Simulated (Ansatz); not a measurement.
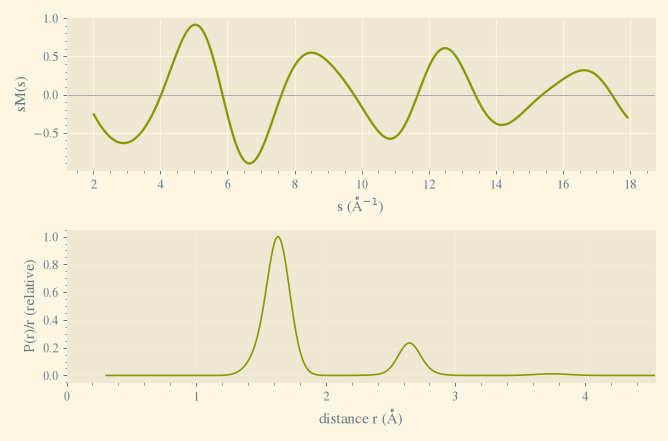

Simulated gas electron diffraction: reduced molecular intensity sM(s) from the Debye equation in the first Born approximation (top) and the radial distribution curve (bottom) of H₂LiOSi (spin multiplicity 2). Each pair of atoms contributes with weight ZᵢZⱼ/r; damping constant 0.002 Å²; vibrational amplitudes assumed, not computed: 0.05 Å for bonds, 0.078 Å for bonds to H, 0.06 + 0.015 r up to 0.15 Å for other pairs. The geometry is the end point of an optimisation (UKS PBE-D4/6-31G* (Ansatz 0.2.0)); it may be a saddle point or a higher isomer. SMILES: [Li][O][SiH2].

> Read the positions of the first 2 clear peaks and name the main pairs (– for bonds).

Peak 1, 1.63 Å: Si–H 1.52 Å (×2), Si–O 1.63 Å, O–Li 1.71 Å, not resolved
Peak 2, 2.65 Å: Si–Li 2.64 Å, O···H 2.68 Å (×2)
